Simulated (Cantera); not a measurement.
Charge: 1 mol Pb, 0.0042 mol O₂, a varied amount of CO, at 1552 °C and 75.0 Torr.

Equilibrium computed with Cantera from the NASA thermochemical tables; the gas is ideal and each condensed phase is pure. Candidate condensed phases: C, Pb, PbO, PbO₂, Pb₃O₄; 15 gas species. Equilibrium is a limit: real reactors are often held back by kinetics, nucleation or transport.

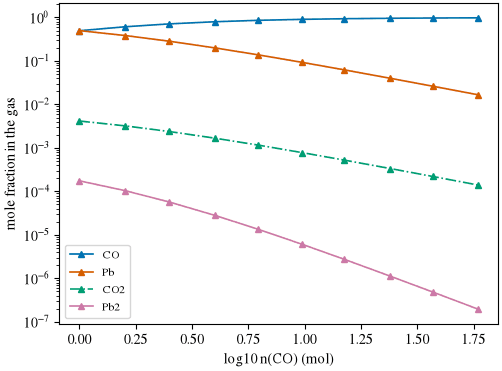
Figure. Equilibrium gas composition (values under 1e-9 drawn at 1e-9)

Task: Read off the mole fractions at 2.5 mol CO.

Result: CO about 0.71, Pb about 0.29, CO₂ about 0.0024, Pb₂ about 5.7e-5.
